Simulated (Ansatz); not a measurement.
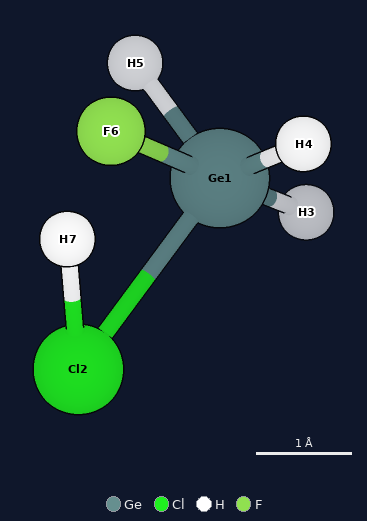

Fig. 1: The input geometry (ball-and-stick view, seen at a tilt; atoms are numbered from 1 in the order of the input). Sticks mark near contacts. Bond lengths as drawn: Cl–Ge 2.57 Å, Cl–H 1.62 Å, F–Ge 1.98 Å and Ge–H 1.55 Å.

Geometry relaxation, with input and output: GeH₄ClF

- system: GeH₄ClF
- method: RKS PBE0/def2-SVP (Ansatz 0.2.0)

The input holds or restrains some coordinates. Forces given for the steps count only the free coordinates. It belongs to a series of runs on one base structure; here: pulled along the bonds that form and break, towards end B. Figures and captions count atoms from 1; the log counts them from 0 in places.

Log:
```
The last accepted step is kept in [file] (removed where the run ends without a failure and the disk answers)
Engine: ansatz 0.2.0, aarch64-unknown-linux-gnu
Functional definition: PBE0
  parameter a = 0.25
  parameter kappa = 0.804
  parameter beta = 0.06672455060314922
  exchange = (1 - a)*pbe_x(kappa = kappa, mu = beta*pi^2/3) + a*exact_x
  correlation = pbe_c(beta = beta)
875 factors; integrals over basis functions are off by at most 3.6e-4 eV
mean field evaluation 1: about -71792.8231 eV, gradient 3.2e1 eV
mean field evaluation 2: about -71790.0474 eV, gradient 5.4e1 eV
mean field evaluation 4: about -71794.4686 eV, gradient 1.8e0 eV
mean field evaluation 8: about -71794.4865 eV, gradient 3.9e-2 eV
mean field evaluation 16: about -71794.4865 eV, gradient 3.1e-5 eV
mean field -71794.48654553 eV, -2638.3987164975 hartree, gradient 3.1e-5 eV, S^2 0.000000; 0 other end points of the search recorded, 0 dependent functions left out
the calculation of the forces begins
reference -71794.48656835 eV, -2638.3987173359 hartree; 31, 31 occupied and 53, 53 virtual orbitals, 875 factors
relax step   1: F+E_penalty+E_count = -71794.48654553 eV  Δ(F+E_penalty+E_count) = +0.000e0 eV  max|allowed force component| = 4.134e0 eV/Å  E_restraint = 25.07530052 eV  max|allowed force component, restraints' pulls added| = 2.684e1 eV/Å  Δτ_max = 0.0000 Å  (28 SCF iters, accepted)
  distance Ge 0 - F 5 = 1.9800 Å
  distance H 6 - Cl 1 = 1.6231 Å
  distance Ge 0 - Cl 1 = 2.5700 Å
  distance H 6 - F 5 = 1.2283 Å
these checks for a lower state are left out or cut short: starts, cluster_reference, orbital_swaps, neighbouring_geometries, increment
875 factors; integrals over basis functions are off by at most 4.4e-4 eV
mean field -71794.00224725 eV, -2638.3809188638 hartree, gradient 1.3e-5 eV, S^2 0.000000; 0 other end points of the search recorded, 0 dependent functions left out
[... from here on the field's lines of each further geometry are left out, up to the last ...]
relax step   2: F+E_penalty+E_count = -71794.00224725 eV  Δ(F+E_penalty+E_count) = +4.843e-1 eV  max|allowed force component| = 3.104e0 eV/Å  E_restraint = 10.61308516 eV  max|allowed force component, restraints' pulls added| = 1.969e1 eV/Å  Δτ_max = 0.1950 Å  (35 SCF iters, accepted)
relax step   3: F+E_penalty+E_count = -71793.90781607 eV  Δ(F+E_penalty+E_count) = +9.443e-2 eV  max|allowed force component| = 2.672e0 eV/Å  E_restraint = 2.75685309 eV  max|allowed force component, restraints' pulls added| = 9.169e0 eV/Å  Δτ_max = 0.1948 Å  (33 SCF iters, accepted)
relax step   4: F+E_penalty+E_count = -71794.37517331 eV  Δ(F+E_penalty+E_count) = -4.674e-1 eV  max|allowed force component| = 2.577e0 eV/Å  E_restraint = 0.24452758 eV  max|allowed force component, restraints' pulls added| = 1.680e0 eV/Å  Δτ_max = 0.1905 Å  (31 SCF iters, accepted)
relax step   5: F+E_penalty+E_count = -71795.17325339 eV  Δ(F+E_penalty+E_count) = -7.981e-1 eV  max|allowed force component| = 2.060e0 eV/Å  E_restraint = 0.10331640 eV  max|allowed force component, restraints' pulls added| = 9.836e-1 eV/Å  Δτ_max = 0.1948 Å  (29 SCF iters, accepted)
relax step   6: F+E_penalty+E_count = -71795.78590416 eV  Δ(F+E_penalty+E_count) = -6.127e-1 eV  max|allowed force component| = 1.748e0 eV/Å  E_restraint = 0.05959212 eV  max|allowed force component, restraints' pulls added| = 7.227e-1 eV/Å  Δτ_max = 0.1950 Å  (29 SCF iters, accepted)
relax step   7: F+E_penalty+E_count = -71796.17533996 eV  Δ(F+E_penalty+E_count) = -3.894e-1 eV  max|allowed force component| = 1.306e0 eV/Å  E_restraint = 0.05432897 eV  max|allowed force component, restraints' pulls added| = 5.348e-1 eV/Å  Δτ_max = 0.1948 Å  (29 SCF iters, accepted)
relax step   8: F+E_penalty+E_count = -71796.33066726 eV  Δ(F+E_penalty+E_count) = -1.553e-1 eV  max|allowed force component| = 1.256e0 eV/Å  E_restraint = 0.04531525 eV  max|allowed force component, restraints' pulls added| = 3.318e-1 eV/Å  Δτ_max = 0.1947 Å  (28 SCF iters, accepted)
the calculation of the forces begins
reference -71796.36521323 eV, -2638.4677562621 hartree; 31, 31 occupied and 53, 53 virtual orbitals, 876 factors
relax step   9: F+E_penalty+E_count = -71796.36518851 eV  Δ(F+E_penalty+E_count) = -3.452e-2 eV  max|allowed force component| = 1.221e0 eV/Å  E_restraint = 0.05188892 eV  max|allowed force component, restraints' pulls added| = 1.005e-1 eV/Å  Δτ_max = 0.1751 Å  (27 SCF iters, accepted)
  distance Ge 0 - F 5 = 1.7182 Å
  distance H 6 - Cl 1 = 1.3283 Å
  distance Ge 0 - Cl 1 = 3.4345 Å
  distance H 6 - F 5 = 2.1130 Å
876 factors; integrals over basis functions are off by at most 1.1e-3 eV
mean field evaluation 96: about -71796.3652 eV, gradient 4.4e-5 eV
```

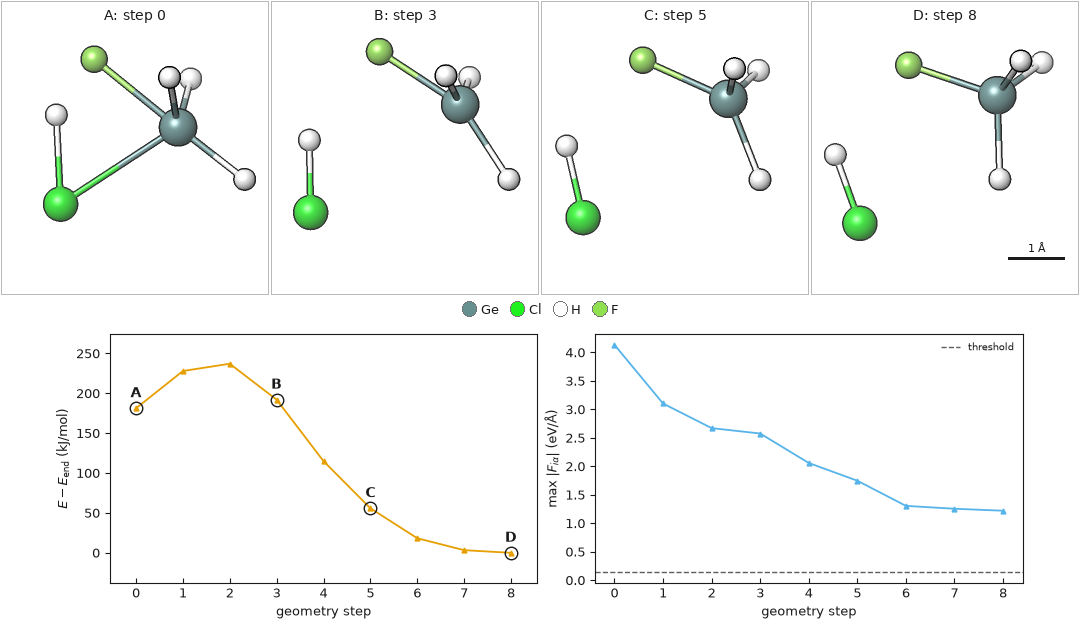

Fig. 2: Frames of the restrained relaxation (ball-and-stick view, seen at a tilt) above the curves, on which the letters mark them (the first geometry is step 0 here and step 1 in the log).

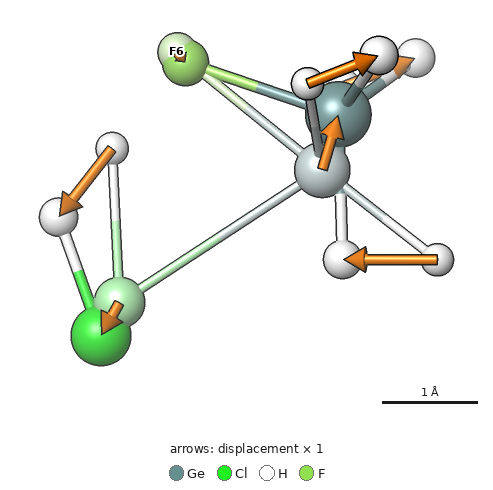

Fig. 3: Start (faint) and end (solid) with the displacements as orange arrows, at true length (ball-and-stick view, seen at a tilt). The two geometries are laid on each other by the best rigid fit. Over 8 geometry steps the energy falls by 181.3 kJ/mol. Largest force component: 4.1 eV/Å at the start, 1.2 eV/Å at the end. The largest move after the best rigid fit is that of H3, 1.01 Å. Largest moves by element: H 1.01 Å, Ge 0.61 Å, Cl 0.40 Å, F 0.14 Å. Among the contacts that change: Ge1–Cl2 2.570 → 3.435 Å, Cl2–H7 1.623 → 1.328 Å, Ge1–F6 1.980 → 1.718 Å, Ge1–H3 1.550 → 1.527 Å. Bonds break: Ge1–Cl2 (2.57 → 3.43 Å). Among the angles that change: H3–Ge1–F6 178.9° → 110.3°, H4–Ge1–F6 70.0° → 105.1°, H3–Ge1–H4 109.5° → 112.5°. (Atoms are counted from 1 in the order of the input.)

```
mean field -71796.36518851 eV, -2638.4677553534 hartree, gradient 1.6e-5 eV, S^2 0.000000; 1 other end points of the search recorded, 0 dependent functions left out
the calculation of the forces begins
reference -71796.36521323 eV, -2638.4677562621 hartree; 31, 31 occupied and 53, 53 virtual orbitals, 876 factors
Total energy: -71796.36521323 eV, -2638.4677562621 hartree
Atom 0 at    -0.389670     0.000000    -0.458922 Å, force     0.886064    -0.000000    -1.221216 eV/Å
Atom 1 at     0.168185    -0.000000     2.929987 Å, force    -1.065727    -0.000000     0.241175 eV/Å
Atom 2 at     0.911402     0.000000     0.340269 Å, force    -0.040650     0.000000    -0.054272 eV/Å
Atom 3 at    -0.553557     1.267097    -1.316630 Å, force     0.003061    -0.004746     0.043303 eV/Å
Atom 4 at    -0.553557    -1.267097    -1.316630 Å, force     0.003061     0.004746     0.043303 eV/Å
Atom 5 at    -1.741139     0.000000     0.602123 Å, force    -0.896816     0.000000     0.859939 eV/Å
Atom 6 at    -1.124165     0.000000     2.623004 Å, force     1.111007    -0.000000     0.087768 eV/Å
Dipole moment:     0.069560    -0.000000    -0.272053 e Å
```

Trajectory as extended XYZ (Å, eV, eV/Å), 9 frames, from step=1 to step=9:
```
7
Properties=species:S:1:pos:R:3:forces:R:3 step=1 energy=-71794.48655
Ge    0.0000    0.0000    0.0000   -0.4466   0.0000  -1.4501
Cl    0.0000    0.0000    2.5700   -0.2732   0.0000  -1.5064
H     1.4616    0.0000   -0.5162    0.4282   0.0000   0.8773
H    -0.7300    1.2648   -0.5162    1.0634   0.3698  -0.2092
H    -0.7300   -1.2648   -0.5162    1.0634  -0.3698  -0.2092
F    -1.8790    0.0000    0.6243   -1.2052   0.0000   4.1339
H    -1.4051    0.0000    1.7575   -0.6300   0.0000  -1.6364
7
Properties=species:S:1:pos:R:3:forces:R:3 step=2 energy=-71794.00225
Ge   -0.0720    0.0000   -0.1812   -0.1860   0.0000  -0.5682
Cl   -0.0450    0.0000    2.7391   -1.6188   0.0000  -1.8491
H     1.4646    0.0000   -0.5066   -0.0124   0.0000   0.9681
H    -0.7243    1.2871   -0.5308    0.6131   1.2785  -0.9232
H    -0.7243   -1.2871   -0.5308    0.6131  -1.2785  -0.9232
F    -1.8703    0.0000    0.5073   -0.5300   0.0000   3.1043
H    -1.3112    0.0000    1.9062    1.1209   0.0000   0.1914
7
Properties=species:S:1:pos:R:3:forces:R:3 step=3 energy=-71793.90782
Ge   -0.1409    0.0000   -0.3045    0.7125   0.0000  -0.4103
Cl   -0.0764    0.0000    2.8515   -1.3506   0.0000  -1.2746
H     1.4561    0.0000   -0.4877   -0.5288   0.0000   0.9501
H    -0.7183    1.3159   -0.5530    0.4740   1.8858  -1.3040
H    -0.7183   -1.3159   -0.5530    0.4740  -1.8858  -1.3040
F    -1.8599    0.0000    0.3691   -0.8765   0.0000   2.6716
H    -1.2248    0.0000    2.0807    1.0953   0.0000   0.6712
7
Properties=species:S:1:pos:R:3:forces:R:3 step=4 energy=-71794.37517
Ge   -0.2272    0.0000   -0.4123    1.1776   0.0000  -0.4589
Cl   -0.0703    0.0000    2.9602   -0.4919   0.0000  -0.4893
H     1.4024    0.0000   -0.4270   -0.8625   0.0000   0.8332
H    -0.6788    1.4044   -0.6494    0.5154   1.0269  -1.3253
H    -0.6788   -1.4044   -0.6494    0.5154  -1.0269  -1.3253
F    -1.8403    0.0000    0.3132   -1.1864   0.0000   2.5770
H    -1.1893    0.0000    2.2679    0.3325   0.0000   0.1885
7
Properties=species:S:1:pos:R:3:forces:R:3 step=5 energy=-71795.17325
Ge   -0.2932    0.0000   -0.4292    0.8256   0.0000  -0.8420
Cl   -0.0164    0.0000    2.9922   -1.0525   0.0000  -0.5835
H     1.3064    0.0000   -0.3052   -0.7393   0.0000   0.8604
H    -0.6177    1.4549   -0.8273    0.2879  -0.1598  -0.9357
H    -0.6177   -1.4549   -0.8273    0.2879   0.1598  -0.9357
F    -1.8316    0.0000    0.4014   -0.5634   0.0000   2.0598
H    -1.2122    0.0000    2.3987    0.9537   0.0000   0.3766
7
Properties=species:S:1:pos:R:3:forces:R:3 step=6 energy=-71795.78590
Ge   -0.3326    0.0000   -0.4414    1.1172   0.0000  -1.2847
Cl    0.0296    0.0000    2.9735   -1.1671   0.0000  -0.3099
H     1.2200    0.0000   -0.1304   -0.7227   0.0000   0.6490
H    -0.5975    1.4265   -1.0096    0.1536  -0.5176  -0.5379
H    -0.5975   -1.4265   -1.0096    0.1536   0.5176  -0.5379
F    -1.7771    0.0000    0.5000   -0.7011   0.0000   1.7484
H    -1.2274    0.0000    2.5207    1.1665   0.0000   0.2730
7
Properties=species:S:1:pos:R:3:forces:R:3 step=7 energy=-71796.17534
Ge   -0.3479    0.0000   -0.4520    0.8196   0.0000  -1.2296
Cl    0.0717    0.0000    2.9556   -1.2406   0.0000  -0.0651
H     1.1302    0.0000    0.0425   -0.5348   0.0000   0.3698
H    -0.5890    1.3582   -1.1629    0.0953  -0.3848  -0.2200
H    -0.5890   -1.3582   -1.1629    0.0953   0.3848  -0.2200
F    -1.7379    0.0000    0.5715   -0.5413   0.0000   1.1858
H    -1.2205    0.0000    2.6114    1.3065   0.0000   0.1792
7
Properties=species:S:1:pos:R:3:forces:R:3 step=8 energy=-71796.33067
Ge   -0.3718    0.0000   -0.4649    1.0429   0.0000  -1.1924
Cl    0.1149    0.0000    2.9370   -1.1629   0.0000   0.1540
H     1.0203    0.0000    0.2032   -0.3318   0.0000   0.0689
H    -0.5731    1.3006   -1.2681    0.0237  -0.1362  -0.0593
H    -0.5731   -1.3006   -1.2681    0.0237   0.1362  -0.0593
F    -1.7118    0.0000    0.6079   -0.8516   0.0000   0.9855
H    -1.1880    0.0000    2.6561    1.2558   0.0000   0.1026
7
Properties=species:S:1:pos:R:3:forces:R:3 step=9 energy=-71796.36519
Ge   -0.3897    0.0000   -0.4589    0.8861   0.0000  -1.2212
Cl    0.1682    0.0000    2.9300   -1.0657   0.0000   0.2412
H     0.9114    0.0000    0.3403   -0.0406   0.0000  -0.0543
H    -0.5536    1.2671   -1.3166    0.0031  -0.0047   0.0433
H    -0.5536   -1.2671   -1.3166    0.0031   0.0047   0.0433
F    -1.7411    0.0000    0.6021   -0.8968   0.0000   0.8599
H    -1.1242    0.0000    2.6230    1.1110   0.0000   0.0878
```

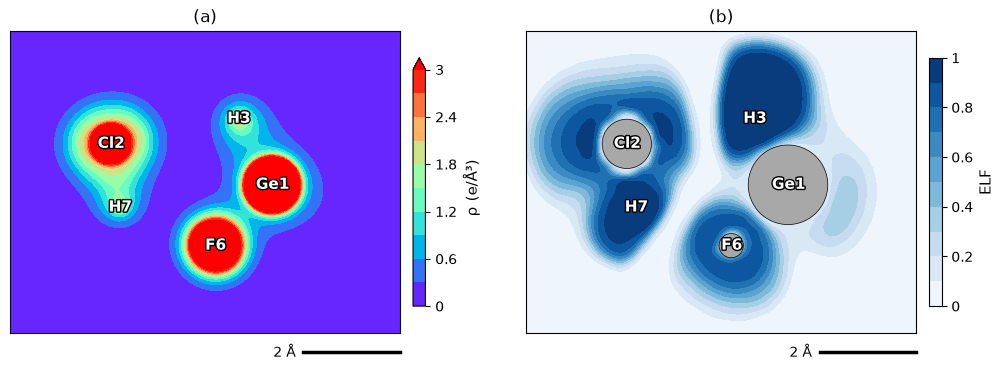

Fig. 4: (a) total electron density; (b) ELF on the plane of atoms H3, Ge1 and F6. Grey discs, where drawn, cover atomic cores. Ge–F (1.72 Å): ρ at the midpoint is about 0.95 e/Å³; the ELF peaks at about 0.80 in the valence shell of F, 0.5 Å from its nucleus, and is about 0.20 at the midpoint. Cl–H (1.33 Å): ρ is about 1.8 e/Å³ halfway, with its minimum of 1.5 e/Å³ about 1.0 Å from Cl; the ELF climbs to about 1 towards the hydrogen, as it does in any bond to H. Ge–H (1.53 Å): ρ is about 1.1 e/Å³ halfway, with its minimum of 0.94 e/Å³ about 0.9 Å from Ge; the ELF climbs to about 1 towards the hydrogen.

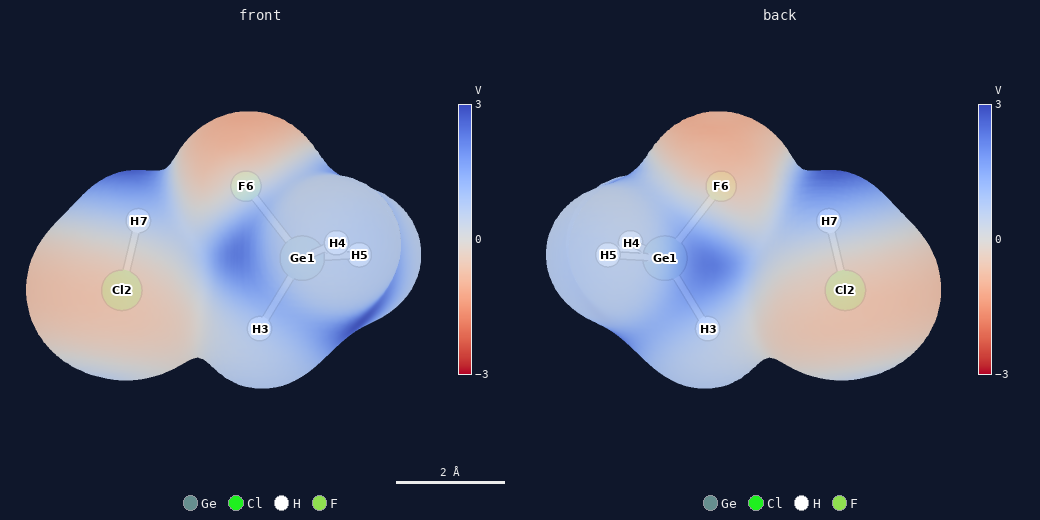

Fig. 5: The electrostatic potential painted on the density surface at 0.004 e/bohr³, seen at a tilt and from behind; red is negative and blue positive.

The run was set up as follows.

Input:
```yaml
crystal:
  periodic: [false, false, false]
  atoms:
    - { symbol: Ge, position_ang: [0.0, 0.0, 0.0] }
    - { symbol: Cl, position_ang: [0.0, 0.0, 2.57] }
    - { symbol: H, position_ang: [1.4616, 0.0, -0.5162] }
    - { symbol: H, position_ang: [-0.73, 1.2648, -0.5162] }
    - { symbol: H, position_ang: [-0.73, -1.2648, -0.5162] }
    - { symbol: F, position_ang: [-1.879, 0.0, 0.6243] }
    - { symbol: H, position_ang: [-1.4051, 0.0, 1.7575] }
basis:
  gaussian: { orbitals: def2-SVP }
hamiltonian:
  xc: pbe0
relax:
  f_tol: 0.15
  max_steps: 25
  restrain:
    - { distance: [0, 5], at: 1.68, k: 30.0 }
    - { distance: [6, 1], at: 1.37, k: 30.0 }
    - { distance: [0, 1], at: 3.42, k: 30.0 }
    - { distance: [6, 5], at: 2.12, k: 30.0 }
output:
  orbitals: {}
```

Command:
```bash
ansatz run input.yaml --threads 2 --pin off --max-ram 3072MiB --backend cpu --events-out ev --progress --plain --runs-dir out
```

Key numbers:

```csv
quantity,value
outcome,converged under the restraints of the input
total energy,−71796.3652 eV
mean-field energy,−71796.3652 eV
"largest force (length of the vector) at the end, held atoms and coordinates included",1.509 eV/Å
hardware,"2 threads of Arm Neoverse V1, 24 GiB of memory available, shared host"
wall time,18 s (CPU time 34 s)
peak memory,0.17 GiB
```
